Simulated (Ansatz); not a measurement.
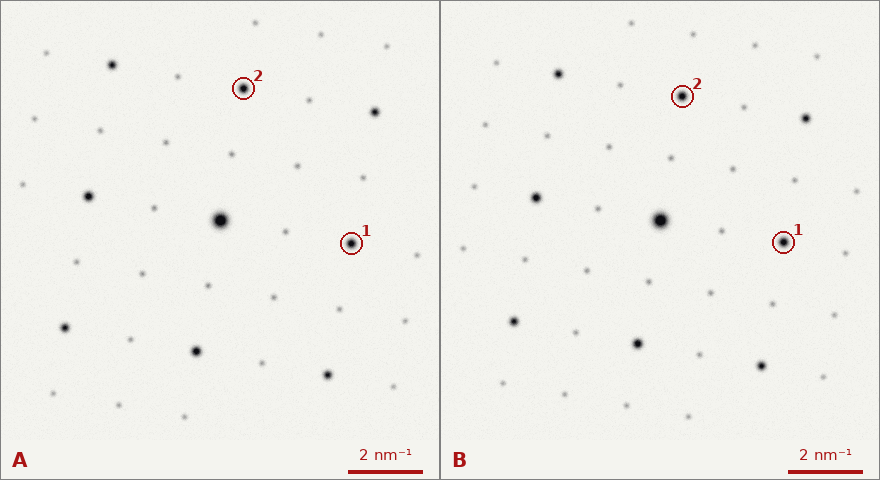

Kinematic electron diffraction patterns (120 kV, B = 0.5 Å², same scale) along [001] of the run's own cell, for the start and the end of one relaxation of HgSe3 with DFT PBE, scalar-relativistic, plane waves, PAW (Ansatz 0.2.0). k mesh 8×8×16. The start is a generated model structure, and the relaxation ends in the nearest stationary point of its symmetry, not necessarily the ground state. Spot 1 is -2 0 0 and spot 2 is 0 -2 0 in both.

Start structure:

```
CELL_PARAMETERS angstrom
5.48136 0.00000 0.00000
0.00000 5.48136 0.00000
0.00000 0.00000 2.96852
ATOMIC_POSITIONS crystal
Hg 0.00000 0.00000 0.00000
Se 0.00000 0.50000 0.50000
Se 0.50000 0.00000 0.50000
Se 0.50000 0.50000 0.00000
```

Question: Which pattern belongs to the start structure, and which to the relaxed one?

Answer: A is the start: its cell gives d(1) = 2.741 Å, d(2) = 2.741 Å and an angle of 90.0°. B is the relaxed structure, with d(1) = 2.911 Å (+6.2 %), d(2) = 2.911 Å (+6.2 %) and 90.0°.

Question: Summarise the relaxation behind the change.

Answer: The volume changed by +4.5 % to 23.29 Å³ an atom; the fractional coordinates hardly changed; the space group stayed P4/mmm (No. 123); the free energy fell by 12 meV an atom. Relaxed cell: a = 5.821 Å, b = 5.821 Å, c = 2.750 Å, α = 90.00°, β = 90.00°, γ = 90.00°.
